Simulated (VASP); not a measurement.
Band structure of F (relaxed from the bcc structure, space group Im-3m). All values below come from PBEsol GGA, VASP's PBE PAW potentials (set 64) (plane waves; VASP).

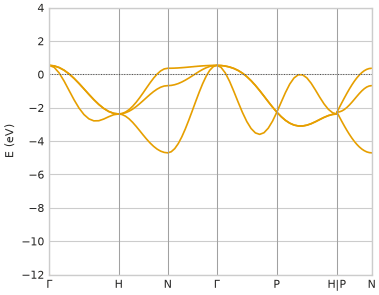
Figure. Bands along high-symmetry lines, zero at the valence-band maximum or, without a gap, the Fermi level

Q: Read the plot: is there a gap, and where are the band edges?

A: It has no gap at this level: it comes out as a metal or semimetal. (Edges off the drawn lines would not show.)

The structure was generated: F was put into the bcc type (Im-3m), which need not be its known phase. It was relaxed first, which changed the volume by -10 %.
